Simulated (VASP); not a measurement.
Band structure of FeSi (B20). These are LDA (Ceperley-Alder, Perdew-Zunger), VASP's LDA PAW potentials (set 64) (plane waves; VASP) values and carry that method's errors.

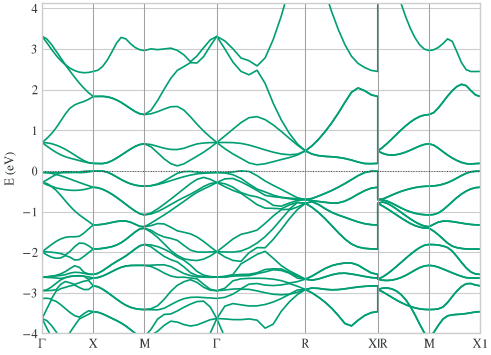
Figure. Bands along high-symmetry lines, zero at the valence-band maximum or, without a gap, the Fermi level

Task: Read the plot: is there a gap, and where are the band edges?

Result: The gap is indirect, 0.12 eV, from the valence maximum at Γ-R at 0.27 to the conduction minimum at M-Γ at 0.45. (Edges off the drawn lines would not show.)

Measured: gap 0.05 eV (computed value off by +0.07 eV), as given by Jan M Tomczak, Journal of Physics Condensed Matter (2018), arXiv:1802.07220.

The compound is FeSi in the B20 structure. It was relaxed first, which changed the volume by -8 %. The run is not spin-polarised, so no magnetic state was tried.
